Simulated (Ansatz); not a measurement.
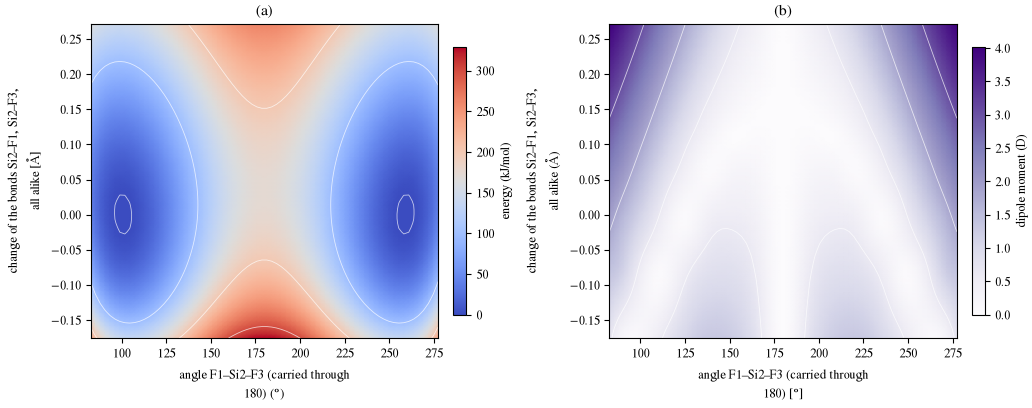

F₂Si, SMILES F[Si]F. The first coordinate is: angle F1–Si2–F3 (carried through 180); the second: change of the bonds Si2–F1, Si2–F3, all alike. Nothing is relaxed (all other coordinates rigid). Grid: 15 × 15 points; 120 points were computed and 105 follow by symmetry. Points are written as (first, second). Energies are in kJ/mol, from the lowest grid point. Method: RKS PBE0-D4/def2-TZVP (Ansatz 0.2.0).

Panel (a) is the energy and panel (b) the computed dipole moment on the same grid.

The picture shows a smooth colour map with a few white contour lines. Between grid points the surface is interpolated.

> How does the dipole moment vary over the map, and what is it at the lowest grid point?

Leaving out the highest fifth of the energies, it runs from 0.00 D at (180.0°, −0.016 Å) to 4.01 D at (82.6°, 0.272 Å). At the lowest grid point, (96.5°, 0.016 Å), it is 1.41 D.

```csv
"second ↓, first →",82.6,96.5,110.4,124.3,138.3,152.2,166.1,180.0,193.9,207.8,221.7,235.7,249.6,263.5,277.4
0.272,4.01,3.30,2.56,1.85,1.21,0.70,0.31,0.00,0.31,0.70,1.21,1.85,2.56,3.30,4.01
0.240,3.77,3.06,2.33,1.64,1.03,0.57,0.24,0.00,0.24,0.57,1.03,1.64,2.33,3.06,3.77
0.208,3.53,2.82,2.10,1.42,0.85,0.43,0.17,0.00,0.17,0.43,0.85,1.42,2.10,2.82,3.53
0.176,3.29,2.59,1.87,1.21,0.66,0.29,0.10,0.00,0.10,0.29,0.66,1.21,1.87,2.59,3.29
0.144,3.05,2.35,1.64,0.99,0.47,0.15,0.02,0.00,0.02,0.15,0.47,0.99,1.64,2.35,3.05
0.112,2.81,2.11,1.41,0.78,0.28,0.01,0.06,0.00,0.06,0.01,0.28,0.78,1.41,2.11,2.81
0.080,2.57,1.87,1.18,0.56,0.09,0.14,0.14,0.00,0.14,0.14,0.09,0.56,1.18,1.87,2.57
0.048,2.33,1.64,0.95,0.34,0.10,0.28,0.22,0.00,0.22,0.28,0.10,0.34,0.95,1.64,2.33
0.016,2.10,1.41,0.73,0.13,0.29,0.43,0.29,0.00,0.29,0.43,0.29,0.13,0.73,1.41,2.10
−0.016,1.86,1.18,0.51,0.08,0.47,0.57,0.37,0.00,0.37,0.57,0.47,0.08,0.51,1.18,1.86
−0.048,1.63,0.95,0.29,0.28,0.65,0.71,0.45,0.00,0.45,0.71,0.65,0.28,0.29,0.95,1.63
−0.080,1.40,0.73,0.08,0.48,0.83,0.85,0.52,0.00,0.52,0.85,0.83,0.48,0.08,0.73,1.40
−0.112,1.18,0.51,0.13,0.67,1.00,0.98,0.59,0.00,0.59,0.98,1.00,0.67,0.13,0.51,1.18
−0.144,0.96,0.30,0.33,0.85,1.16,1.10,0.66,0.00,0.66,1.10,1.16,0.85,0.33,0.30,0.96
−0.176,0.74,0.09,0.52,1.03,1.31,1.22,0.72,0.00,0.72,1.22,1.31,1.03,0.52,0.09,0.74
```
